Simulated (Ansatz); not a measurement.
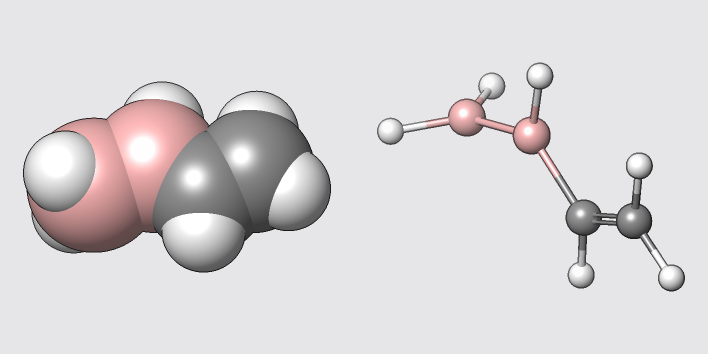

Both panels show the same species. Colours: boron pink, carbon grey, hydrogen white.

Computed geometry: PBE0-D4/def2-TZVP optimisation.

Count the atoms of each element.

C₂H₆B₂, 10 atoms: 2 carbon, 6 hydrogen and 2 boron.

How many bonds of each kind are drawn?

3 B–H, 3 C–H, 1 B–B, 1 C–B, 1 C–C.

Which point group does it belong to?

Cs.

How many atoms are distinct by symmetry?

9: 1 B, 1 B, 1 C, 1 C, 2 H, 1 H, 1 H, 1 H, 1 H.

The parts below concern this one geometry. Atoms keep their numbers from picture to picture.

**Shape**

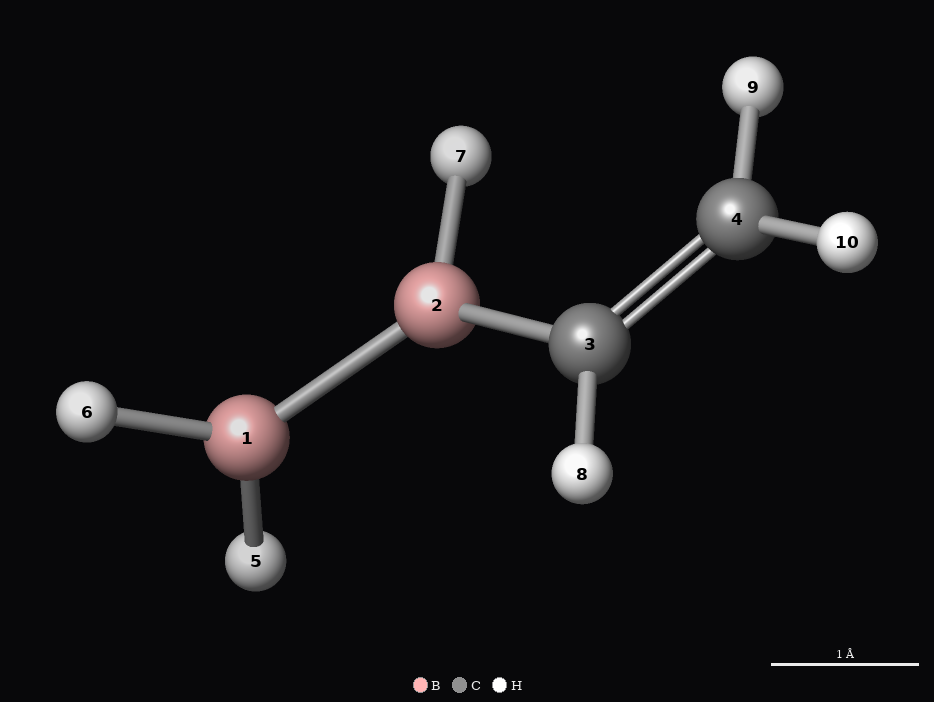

Atoms carry their numbers in the input.

How are the neighbours of atom 3 arranged?

C3 has 3 neighbours (B2 at 1.54, C4 at 1.34, H8 at 1.09 Å); the arrangement is trigonal planar.

Describe the coordination of atom 4.

C4 has 3 neighbours (C3 at 1.34, H9 at 1.09, H10 at 1.09 Å); the arrangement is trigonal planar.

How are the neighbours of atom 1 arranged?

B1 has 3 neighbours (B2 at 1.64, H5 at 1.20, H6 at 1.20 Å); the arrangement is trigonal planar.

How are the neighbours of atom 2 arranged?

B2 has 3 neighbours (B1 at 1.64, C3 at 1.54, H7 at 1.21 Å); the arrangement is trigonal planar.

What is the dihedral angle B1–B2–C3–C4?

180° in size, that is anti.

**Levels of theory compared**

Program: Ansatz 0.2.0.

Tabulate dipole (D), HOMO energy (eV), HOMO–LUMO gap (eV) at these levels: B3LYP-D4/def2-TZVPP; PBE-D4/def2-TZVPP; r2SCAN-D4/def2-TZVPP; ωB97M-V/def2-TZVPP.

```tsv
level	dipole (D)	HOMO energy (eV)	HOMO–LUMO gap (eV)
B3LYP-D4/def2-TZVPP	1.27	−7.94	5.85
PBE-D4/def2-TZVPP	1.33	−6.77	3.88
r2SCAN-D4/def2-TZVPP	1.30	−7.05	4.41
ωB97M-V/def2-TZVPP	1.24	−10.44	10.56
```

**Thermal motion**

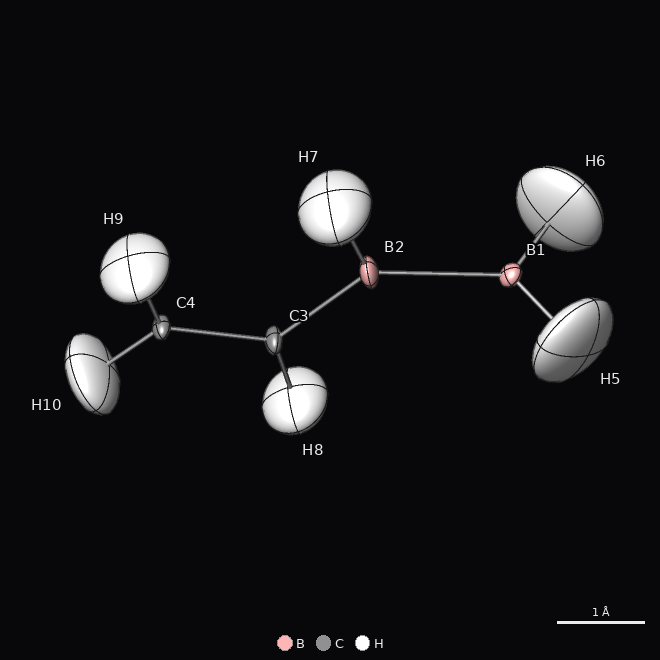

Displacement ellipsoids at the 50 % level, enlarged 2 times, from the internal vibrations of the free molecule (harmonic, no overall translation or rotation; no half-axis is drawn under 0.075 Å). Vibrations computed with RKS PBE0-D4/def2-TZVP (Ansatz 0.2.0). Temperature: 0 K (zero-point motion alone).

Which atom moves most?

H5, H6, with U_eq = 0.0262 Å².

Does H10 move more along its bond or across it?

Across it: the root-mean-square amplitude is 0.079 Å along the bond and up to 0.181 Å across, since bending and torsion are softer than stretching.

Give the displacement parameters, one line for each set of equivalent atoms.

```csv
atom,U_eq (Å²),rms amplitudes (Å)
B1,0.0020,"0.035, 0.049, 0.051"
B2,0.0031,"0.035, 0.061, 0.066"
C3,0.0024,"0.032, 0.043, 0.065"
C4,0.0019,"0.031, 0.038, 0.058"
"H5, H6",0.0262,"0.089, 0.184, 0.192"
H7,0.0196,"0.096, 0.142, 0.172"
H8,0.0155,"0.079, 0.128, 0.154"
H9,0.0170,"0.076, 0.137, 0.163"
H10,0.0189,"0.079, 0.134, 0.181"
```

**Vibrations**

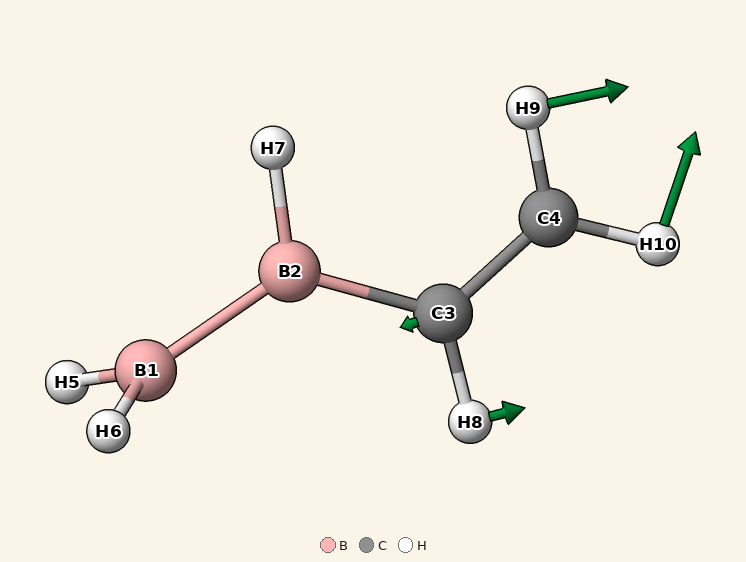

The arrows show one normal mode. Harmonic vibrations computed with RKS PBE0-D4/def2-TZVP (Ansatz 0.2.0) at a stationary point of the same level.

At what wavenumber does it lie?

1446 cm⁻¹; it is mode 17 of 24 counted from the lowest.
